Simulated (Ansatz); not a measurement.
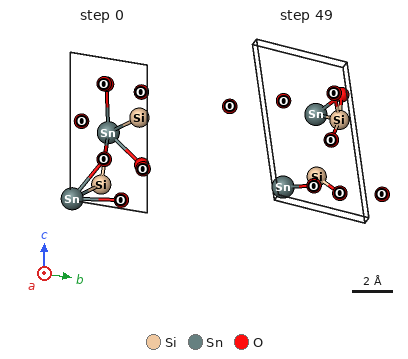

The structure of crystalline SiSnO$_{4}$ (built on the NdInCu4-216 type type) before (left) and after (right) a relaxation, at one scale.

The picture is a ball-and-stick view of the cell of the calculation, reduced to other axes, seen along the a axis. Lengths and directions refer to the drawn axes.

Case: shaken.

Theory: Ansatz, DFT, PBEsol, plane waves, PAW. Settings: plane-wave cutoff 420 eV; k-point mesh 6 × 6 × 6; occupations fermi dirac; smearing width 0.05 eV; no spin polarisation; cell and atoms relaxed; force threshold 0.01 eV/Å; at most 120 steps.

> Describe what moved and what it gained.

The run was cut off at its time limit before the relaxation converged, so the last structure is only a point on the way. After 47 accepted moves (49 points after the start) the energy has fallen by 2847 meV per atom. The largest force component goes from 1.4 to 0.11 eV/Å. Pressure: 3.20 GPa at the start and 0.05 GPa at the end. At 2 points the geometry stayed and the basis and grid were re-selected for the new cell (energy shift of 72.5 meV per atom at most each time). The atom that moves furthest relative to the cell is an O atom (2.89 Å roughly along [1 −1 0]). By element the largest moves are O 2.89 Å, Sn 1.04 Å, Si 0.92 Å. The volume changes by +33.3 %, with a 4.523 → 5.343 Å (+18.1 %), b 4.523 → 5.460 Å (+20.7 %), c 7.749 → 8.460 Å (+9.2 %), α 89.9° → 97.2°, β 73.7° → 66.6°, γ 60.3° → 58.1°. Near-neighbour distances that change, for instance: O–Sn 2.570 → 4.667 Å, O–Sn 2.536 → 4.497 Å, O–Sn 2.619 → 4.341 Å, O–Sn 2.523 → 4.152 Å. New bonds form: O–Si (2.37 → 1.65 Å), O–Si (2.47 → 1.62 Å), O–Si (2.49 → 1.63 Å), O–Si (2.55 → 1.69 Å). Bonds break: O–Sn (2.46 → 3.67 Å). Among the angles between lasting bonds that change: Si–Sn–O 61.4° → 134.0°, O–Sn–O 148.6° → 115.9°, Sn–Si–Sn 104.8° → 133.0°. The space group stays P1 (No. 1).
